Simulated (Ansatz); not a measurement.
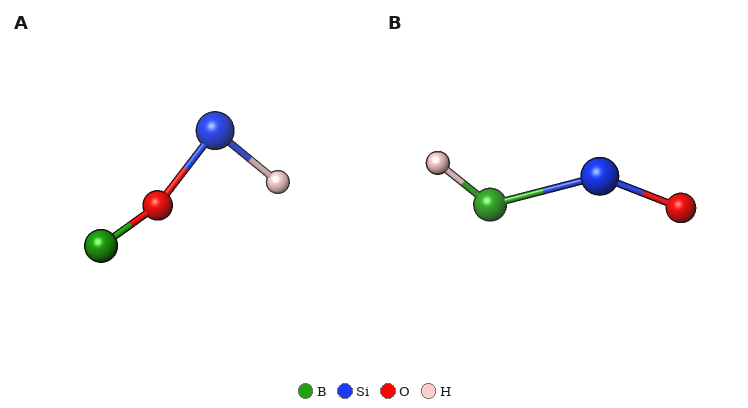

2 stationary structures of one formula. Geometries: PBE0-D4/def2-TZVP. Electronic energies: B3LYP-D4/def2-TZVPP (Ansatz 0.2.0), without zero-point energy. No frequency run is at hand to confirm each as a minimum.

**Rank them by energy, lowest first.**

A is lowest (Cs); B lies 47.4 kcal/mol above it (Cs).
